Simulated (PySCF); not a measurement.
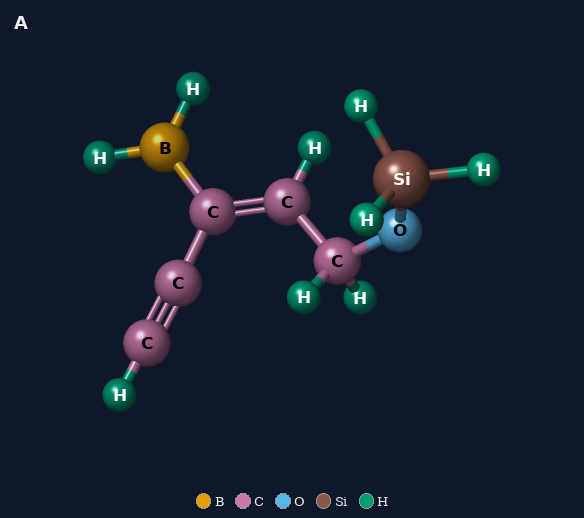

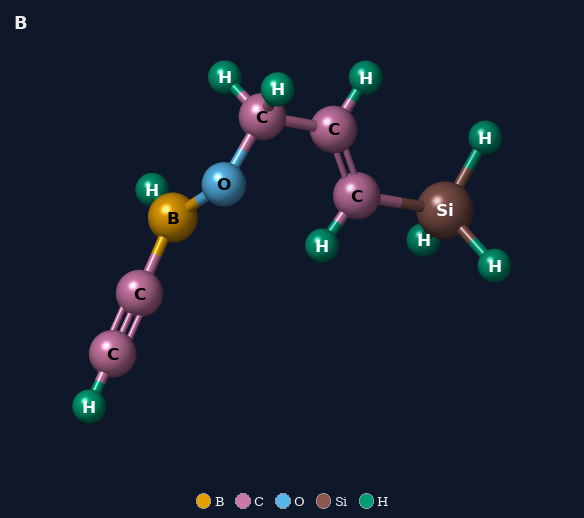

2 stationary structures of one formula. Geometries: GFN2-xTB. Electronic energies: CAM-B3LYP/def2-SVPD (PySCF 2.14.0), without zero-point energy. No frequency run is at hand to confirm each as a minimum. Each is one conformer, not always the lowest.

How are they related?

They are constitutional isomers of C5H9BOSi: A `B/C(C#C)=C/CO[SiH3]`, B `C#CBOC/C=C/[SiH3]`.

Which is lowest in energy, and by how much?

B is lowest; A lies 116.8 kJ/mol above it.

The geometry is semi-empirical. Around B, Si such bond lengths and angles can be off by a tenth of an ångström or more and by several degrees, and values that hang on the shape move with them.
